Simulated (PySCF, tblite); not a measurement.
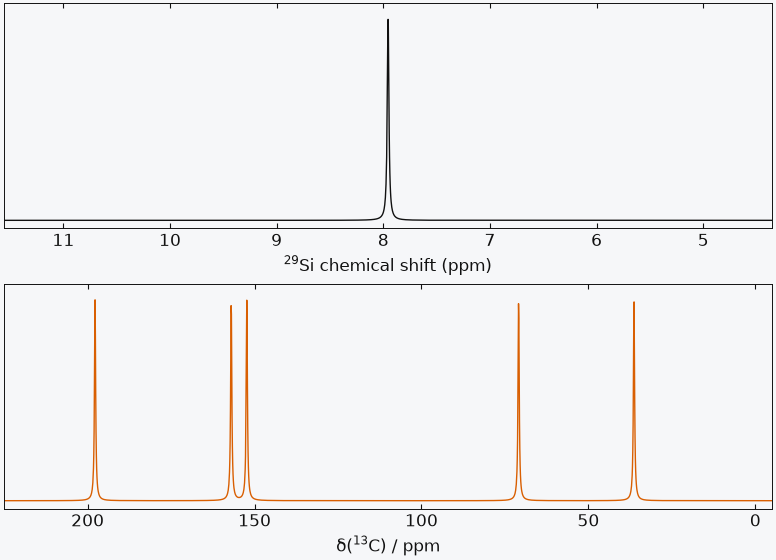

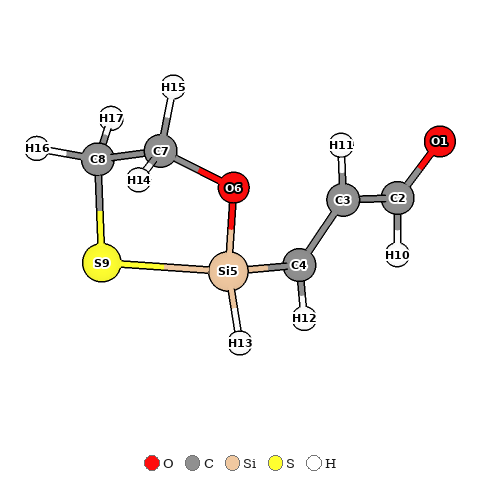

Spectrum and numbered structure of C₅H₈O₂SSi, SMILES O=C/C=C/[Si@H]1OCCS1. GIAO shifts, PBE0/pcSseg-1 with PySCF 2.14.0, at a GFN2-xTB geometry (a minimum by its frequencies), against TMS for ²⁹Si and TMS for ¹³C computed at the same level. Gas phase, fully decoupled, line heights follow the number of nuclei, widths are arbitrary (no quadrupolar broadening); values of one conformer, averaged over methyl-type rotors and exact or near symmetry; other conformers aren't averaged in.

Where does the ²⁹Si line lie?

At 8.0 ppm (Si5).

Assign the ¹³C signals to the numbered atoms.

```
δ (ppm)  nuclei  atoms
  197.8       1     C2
  157.0       1     C4
  152.3       1     C3
   70.9       1     C7
   36.3       1     C8
```

Known limits of this run: the tight-binding geometry is rougher than a DFT one and adds to the error.
